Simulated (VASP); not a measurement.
Band structure of HfO₂ (space group P4_2/mnm). Method: modified Becke-Johnson potential (mBJ) with spin-orbit coupling, VASP's PBE PAW potentials (set 64) (plane waves; VASP 6.6.1).

mBJ is a potential without an energy functional, so only the levels count.

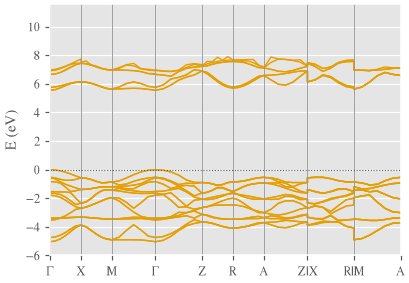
Bands along high-symmetry lines, zero at the valence-band maximum or, without a gap, the Fermi level

Problem. Read the plot: is there a gap, and where are the band edges?

Solution. The gap is direct, 5.55 eV, from the valence maximum at Γ to the conduction minimum at Γ.

The structure comes from a computed database's HfO2 entry (P4_2/mnm); how it stands against other phases isn't given here. It was relaxed first. The cell's shape comes from a PBE relaxation.
